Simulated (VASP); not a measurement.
Band structure of GaN (zinc blende). Calculation: vdW-DF2, VASP's PBE PAW potentials (set 64) (plane waves; VASP 6.6.1).

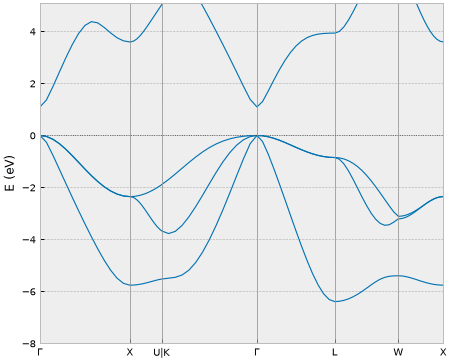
*Bands along high-symmetry lines, zero at the valence-band maximum or, without a gap, the Fermi level*

Task: Read the plot: is there a gap, and where are the band edges?

Result: The gap is direct, 1.10 eV, from the valence maximum at Γ to the conduction minimum at Γ. (Edges off the drawn lines would not show.)

The compound is GaN in the zinc blende structure, a metastable form; wurtzite is the usual one. It was relaxed first, which changed the volume by +9 %.
